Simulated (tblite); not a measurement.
# C4H6BrFGe (charge +1): geometry relaxation

C4H6BrFGe, charge +1, multiplicity 2, computed with GFN2-xTB geometry optimisation, gas phase (tblite 0.8.0).

It belongs to a series of runs on one base structure; here: electron removed.

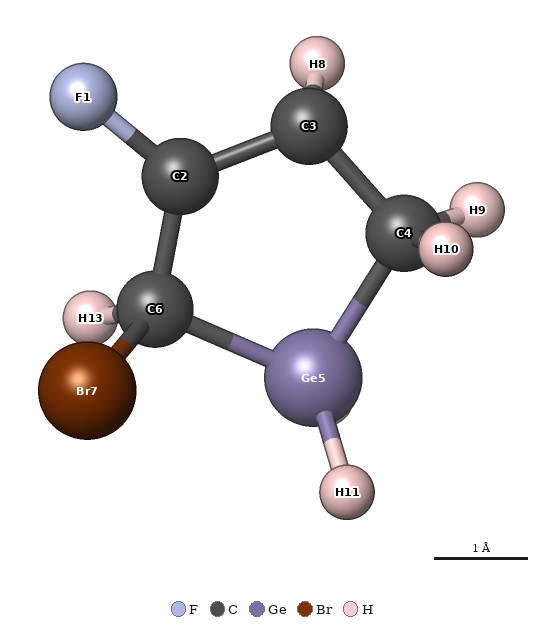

Fig. 1: The input geometry (ball-and-stick view, seen at a tilt; atoms are numbered from 1 in the order of the input). Sticks mark near contacts. Bond lengths as drawn: Br–C 1.94 Å, C–C 1.49 to 1.55 Å, C–F 1.38 Å, C–Ge 1.91 to 1.92 Å, C–H 1.10 to 1.12 Å and Ge–H 1.55 Å.

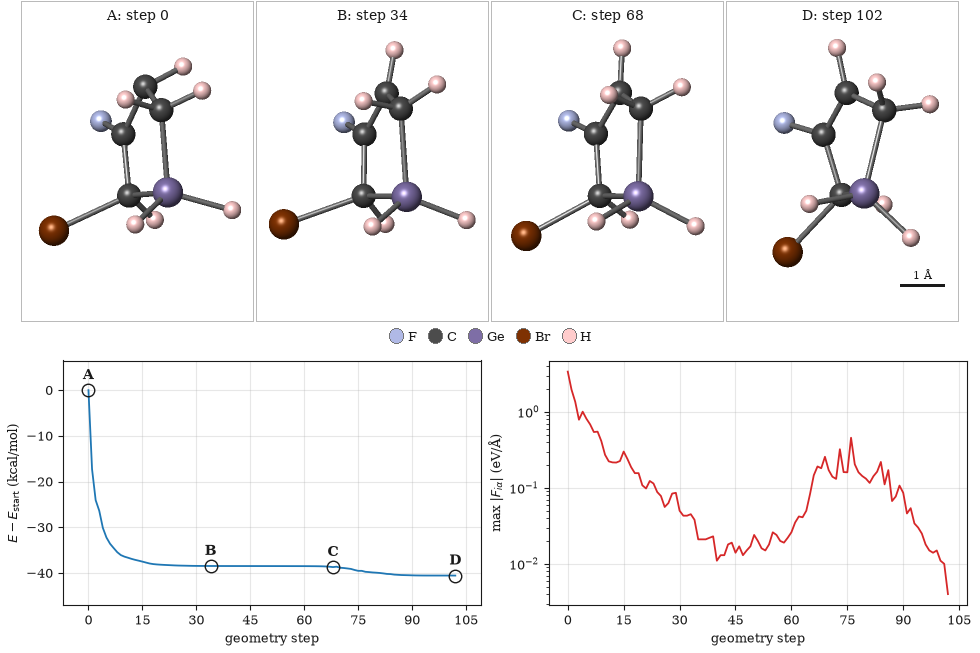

Fig. 2: Frames of the relaxation (ball-and-stick view, seen at a tilt) above the curves, on which the letters mark them (steps are counted from 0).

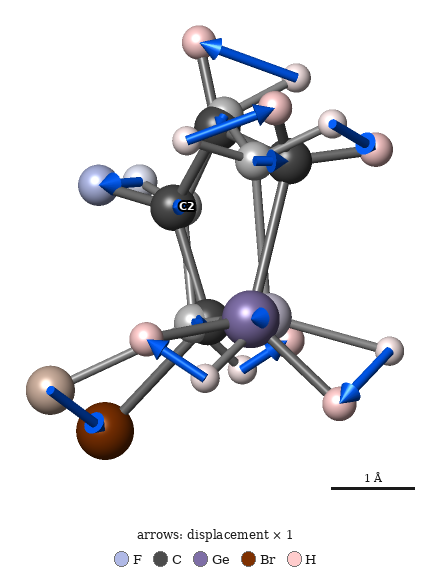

Fig. 3: Start (faint) and end (solid) with the displacements as blue arrows, at true length (ball-and-stick view, seen at a tilt). The two geometries are laid on each other by the best rigid fit. H8 moves most after the best rigid fit: 1.31 Å. Largest moves by element: H 1.31 Å, Br 1.22 Å, F 0.69 Å, C 0.47 Å, Ge 0.34 Å. Among the contacts that change: Ge5–C6 1.911 → 2.120 Å, C2–C3 1.495 → 1.357 Å, C4–Ge5 1.917 → 2.006 Å, C3–C4 1.548 → 1.477 Å. Among the angles that change: C2–C3–H8 109.4° → 120.6°, Ge5–C6–H13 111.0° → 100.3°, C4–C3–H8 110.4° → 121.0°. Over 102 geometry steps the energy falls by 40.5 kcal/mol. Largest force component: 3.4 eV/Å at the start, 0.004 eV/Å at the end. (Atoms are counted from 1 in the order of the input.)

These pictures come from the run below.

The input
```
{"job": {"kind": "relax", "xc": "GFN2-xTB", "basis": "xTB"}, "charge": 1, "multiplicity": 2}
F      1.518800    -1.207600     1.991700
C      0.719600    -0.639300     1.027300
C     -0.529100    -1.343900     0.604000
C     -1.355100    -0.451600    -0.353700
Ge    -0.174900     0.918200    -0.990600
C      1.151100     0.612700     0.351100
Br     1.176100     2.087100     1.607200
H     -0.264600    -2.294000     0.111200
H     -1.763300    -1.053500    -1.187900
H     -2.186300     0.013700     0.226000
H     -0.819300     2.325500    -0.905100
H      0.372800     0.550500    -2.397900
H      2.149800     0.482600    -0.101000
```

The first line tells a small driver script what to run in tblite; the rest is the geometry in Å.

Launch command:
```bash
OMP_NUM_THREADS=1 python <driver script> task.json out
```

Output
```
step      E/eV     max force
  0    -592.12949    5.201
  1    -592.87931    2.872
  2    -593.17254    1.551
  3    -593.27327    1.128
  4    -593.43535    1.067
  5    -593.52689    0.881
  6    -593.58590    0.800
  7    -593.62664    0.612
  8    -593.66607    0.560
  9    -593.69362    0.419
 10    -593.70839    0.293
 11    -593.71878    0.234
 12    -593.72972    0.241
 13    -593.73904    0.253
 14    -593.74705    0.312
 15    -593.75561    0.349
 16    -593.76468    0.302
 17    -593.77336    0.251
 18    -593.77902    0.177
 19    -593.78232    0.156
 20    -593.78471    0.123
 21    -593.78668    0.108
 22    -593.78828    0.134
 23    -593.78995    0.124
 24    -593.79162    0.102
 25    -593.79286    0.084
 26    -593.79367    0.059
 27    -593.79438    0.066
 28    -593.79517    0.095
 29    -593.79587    0.097
 30    -593.79630    0.071
 31    -593.79654    0.048
 32    -593.79675    0.049
 33    -593.79696    0.051
 34    -593.79712    0.040
 35    -593.79721    0.026
 36    -593.79729    0.022
 37    -593.79736    0.026
 38    -593.79743    0.024
 39    -593.79749    0.025
 40    -593.79753    0.015
 41    -593.79756    0.019
 42    -593.79758    0.016
 43    -593.79761    0.019
 44    -593.79764    0.020
 45    -593.79768    0.018
 46    -593.79772    0.020
 47    -593.79776    0.016
 48    -593.79780    0.017
 49    -593.79784    0.017
 50    -593.79789    0.027
 51    -593.79794    0.024
 52    -593.79798    0.018
 53    -593.79802    0.017
 54    -593.79807    0.022
 55    -593.79813    0.033
 56    -593.79821    0.032
 57    -593.79828    0.023
 58    -593.79834    0.024
 59    -593.79840    0.022
 60    -593.79849    0.031
 61    -593.79863    0.039
 62    -593.79884    0.043
 63    -593.79913    0.045
 64    -593.79954    0.065
 65    -593.80027    0.103
 66    -593.80162    0.166
 67    -593.80411    0.207
 68    -593.80751    0.238
 69    -593.80366    0.260
 70    -593.81375    0.226
 71    -593.81630    0.182
 72    -593.82048    0.167
 73    -593.82505    0.393
 74    -593.83498    0.195
 75    -593.84309    0.183
 76    -593.84313    0.468
 77    -593.85215    0.241
 78    -593.85490    0.198
 79    -593.85841    0.147
 80    -593.86051    0.137
 81    -593.86328    0.134
 82    -593.86746    0.150
 83    -593.87227    0.236
 84    -593.87391    0.226
 85    -593.87871    0.146
 86    -593.88082    0.204
 87    -593.88282    0.075
 88    -593.88378    0.094
 89    -593.88467    0.110
 90    -593.88579    0.100
 91    -593.88669    0.051
 92    -593.88713    0.062
 93    -593.88744    0.037
 94    -593.88760    0.032
 95    -593.88766    0.025
 96    -593.88771    0.021
 97    -593.88774    0.019
 98    -593.88777    0.016
 99    -593.88780    0.015
100    -593.88782    0.012
101    -593.88784    0.012
102    -593.88784    0.006
```

Trajectory as extended XYZ (Å, eV, eV/Å), 8 of the 103 frames kept, from step=0 to step=102
```
13
Properties=species:S:1:pos:R:3:forces:R:3 step=0 energy=-592.12949
F     1.5188   -1.2076    1.9917   -1.4480   1.1130  -1.9350
C     0.7196   -0.6393    1.0273   -1.4090  -2.5860   0.9170
C    -0.5291   -1.3439    0.6040    3.3770   3.0960  -2.4610
C    -1.3551   -0.4516   -0.3537   -0.7200  -2.4510   1.9470
Ge   -0.1749    0.9182   -0.9906   -0.5800   2.0660  -2.5520
C     1.1511    0.6127    0.3511    0.8510  -1.0960   1.0540
Br    1.1761    2.0871    1.6072    0.2350   0.3740   0.4980
H    -0.2646   -2.2940    0.1112   -0.6450  -0.2010   1.3540
H    -1.7633   -1.0535   -1.1879   -0.1220   0.2020   0.5870
H    -2.1863    0.0137    0.2260    0.3570  -0.2270  -0.4100
H    -0.8193    2.3255   -0.9051    0.3430  -0.5560  -0.0750
H     0.3728    0.5505   -2.3979   -0.1990   0.1990   0.5440
H     2.1498    0.4826   -0.1010   -0.0410   0.0660   0.5310
13
Properties=species:S:1:pos:R:3:forces:R:3 step=15 energy=-593.75561
F     1.4683   -1.2347    1.8495   -0.0530   0.0550  -0.0290
C     0.6963   -0.6768    0.9393    0.1760  -0.0250  -0.3000
C    -0.3545   -1.3338    0.3824   -0.1050   0.1550   0.0770
C    -1.3066   -0.5653   -0.4190    0.0190   0.0250   0.1010
Ge   -0.2136    1.0180   -1.1183   -0.0190   0.0700  -0.1560
C     1.1176    0.6366    0.3861    0.0630  -0.0340   0.2000
Br    1.2405    2.0558    1.7450   -0.0980  -0.0310   0.0820
H    -0.5003   -2.3902    0.5511   -0.0310  -0.0950   0.0820
H    -1.8778   -1.1436   -1.1511    0.1530   0.0450   0.1610
H    -2.0024   -0.0498    0.2604   -0.0630  -0.0390  -0.1140
H    -0.8074    2.3936   -0.9894   -0.0070  -0.0710   0.0080
H     0.3909    0.6955   -2.4589    0.0400   0.0580  -0.0030
H     2.1446    0.5951    0.0051   -0.0760  -0.1130  -0.1090
13
Properties=species:S:1:pos:R:3:forces:R:3 step=29 energy=-593.79587
F     1.5152   -1.2411    1.8033    0.0060  -0.0150  -0.0100
C     0.7343   -0.6910    0.8953   -0.0130  -0.0390   0.0060
C    -0.3776   -1.3096    0.4347    0.0140  -0.0070   0.0120
C    -1.2990   -0.5559   -0.4129    0.0200   0.0220  -0.0110
Ge   -0.2158    1.0190   -1.1453    0.0420  -0.0180   0.0860
C     1.1426    0.6280    0.3617   -0.0310   0.0250  -0.0460
Br    1.1809    1.9584    1.7998    0.0090   0.0390   0.0010
H    -0.5758   -2.3444    0.6829   -0.0090  -0.0160   0.0170
H    -1.8272   -1.1792   -1.1331   -0.0010   0.0030  -0.0150
H    -2.0451   -0.0415    0.2074   -0.0400   0.0050  -0.0110
H    -0.8365    2.3758   -0.9887   -0.0070  -0.0060   0.0120
H     0.4444    0.7701   -2.4720    0.0010  -0.0060  -0.0420
H     2.1553    0.6119   -0.0508    0.0090   0.0140   0.0010
13
Properties=species:S:1:pos:R:3:forces:R:3 step=44 energy=-593.79764
F     1.5249   -1.2533    1.7910   -0.0020   0.0120   0.0020
C     0.7363   -0.6932    0.8961   -0.0130  -0.0030   0.0060
C    -0.3833   -1.3048    0.4449   -0.0010  -0.0190  -0.0070
C    -1.2975   -0.5544   -0.4144    0.0050   0.0020  -0.0030
Ge   -0.2091    1.0186   -1.1386   -0.0040  -0.0030   0.0070
C     1.1456    0.6263    0.3598    0.0070   0.0050   0.0040
Br    1.1811    1.9698    1.7909    0.0020  -0.0030  -0.0030
H    -0.5878   -2.3374    0.7004    0.0000   0.0030   0.0030
H    -1.8099   -1.1822   -1.1431    0.0000  -0.0010   0.0040
H    -2.0609   -0.0439    0.1887   -0.0070  -0.0030  -0.0050
H    -0.8384    2.3693   -0.9710    0.0020   0.0070   0.0040
H     0.4342    0.7733   -2.4764   -0.0020   0.0040  -0.0050
H     2.1606    0.6121   -0.0460    0.0120  -0.0020  -0.0070
13
Properties=species:S:1:pos:R:3:forces:R:3 step=58 energy=-593.79834
F     1.5082   -1.2386    1.8153    0.0010   0.0010  -0.0020
C     0.7321   -0.6902    0.9020   -0.0010   0.0100   0.0040
C    -0.3849   -1.3039    0.4489    0.0000   0.0060   0.0080
C    -1.2931   -0.5616   -0.4253   -0.0010  -0.0060   0.0030
Ge   -0.2134    1.0221   -1.1346   -0.0070   0.0020  -0.0020
C     1.1521    0.6211    0.3548    0.0050   0.0000  -0.0010
Br    1.2051    1.9723    1.7743    0.0110   0.0110   0.0070
H    -0.5948   -2.3303    0.7217   -0.0130  -0.0190  -0.0060
H    -1.7874   -1.1964   -1.1607    0.0070  -0.0010  -0.0050
H    -2.0763   -0.0686    0.1675    0.0070   0.0060  -0.0070
H    -0.8251    2.3769   -0.9361   -0.0140  -0.0010  -0.0010
H     0.4089    0.8005   -2.4873    0.0070   0.0010   0.0160
H     2.1642    0.5971   -0.0584   -0.0030  -0.0090  -0.0130
13
Properties=species:S:1:pos:R:3:forces:R:3 step=73 energy=-593.82505
F     1.2558   -1.0066    2.1234   -0.1070   0.0000  -0.1440
C     0.6418   -0.6101    1.0193    0.1020   0.1210   0.1040
C    -0.4403   -1.2557    0.5318   -0.1240  -0.1610  -0.0680
C    -1.2201   -0.6588   -0.5747   -0.1750  -0.1220   0.1190
Ge   -0.3164    1.0909   -1.0273    0.0140   0.1050  -0.0800
C     1.1996    0.5655    0.3269    0.1550   0.0930  -0.1100
Br    1.8435    1.9760    1.5031   -0.0740  -0.2300  -0.1670
H    -0.7331   -2.2183    0.9480    0.0010   0.1820  -0.0570
H    -1.3858   -1.3833   -1.3927    0.0780   0.2890   0.2550
H    -2.2334   -0.3891   -0.2023    0.3220  -0.1670  -0.1300
H    -0.9660    2.3626   -0.5237    0.0480  -0.1590  -0.0620
H     0.3201    1.2119   -2.3943   -0.0750   0.0230   0.1250
H     2.0301    0.3153   -0.3552   -0.1640   0.0280   0.2170
13
Properties=species:S:1:pos:R:3:forces:R:3 step=87 energy=-593.88282
F     1.0893   -0.7896    2.2675   -0.0480   0.0100  -0.0440
C     0.5762   -0.5269    1.0801    0.0170  -0.0040   0.0250
C    -0.5234   -1.1685    0.6153    0.0350  -0.0200  -0.0110
C    -1.1382   -0.6984   -0.6431    0.0080  -0.0230   0.0190
Ge   -0.3935    1.1417   -0.9395    0.0310  -0.0110   0.0050
C     1.2360    0.4881    0.2513   -0.0150   0.0280   0.0280
Br    2.2437    1.8161    1.1965    0.0010   0.0160   0.0240
H    -0.9468   -2.0127    1.1452    0.0230   0.0520   0.0320
H    -0.9093   -1.3864   -1.4650   -0.0330  -0.0250  -0.0290
H    -2.2296   -0.7213   -0.5462    0.0090   0.0320  -0.0670
H    -1.0870    2.2519   -0.1975    0.0220  -0.0010   0.0330
H     0.1870    1.5482   -2.2712   -0.0310  -0.0490   0.0460
H     1.8914    0.0584   -0.5110   -0.0180  -0.0050  -0.0600
13
Properties=species:S:1:pos:R:3:forces:R:3 step=102 energy=-593.88784
F     1.0546   -0.7465    2.2824    0.0010  -0.0010   0.0020
C     0.5707   -0.5146    1.0783    0.0010   0.0020   0.0000
C    -0.5331   -1.1559    0.6195    0.0020   0.0000   0.0020
C    -1.1240   -0.7122   -0.6598    0.0030   0.0040   0.0000
Ge   -0.4025    1.1410   -0.9200    0.0010   0.0000  -0.0030
C     1.2446    0.4784    0.2380    0.0020   0.0010   0.0000
Br    2.2875    1.7915    1.1642    0.0020  -0.0020   0.0010
H    -0.9773   -1.9622    1.1877   -0.0030  -0.0020  -0.0010
H    -0.8478   -1.3894   -1.4777    0.0000  -0.0030  -0.0040
H    -2.2166   -0.7606   -0.6136   -0.0030  -0.0030   0.0000
H    -1.0779    2.2213   -0.1187    0.0020   0.0020  -0.0010
H     0.1488    1.5721   -2.2527   -0.0020  -0.0040   0.0040
H     1.8687    0.0375   -0.5452   -0.0030   0.0040   0.0000
```

Key numbers

- outcome: converged
- total energy: −593.8878 eV
- hardware: 1 CPU thread, shared host
- wall time: 0.65 s
- peak memory: 0.18 GiB
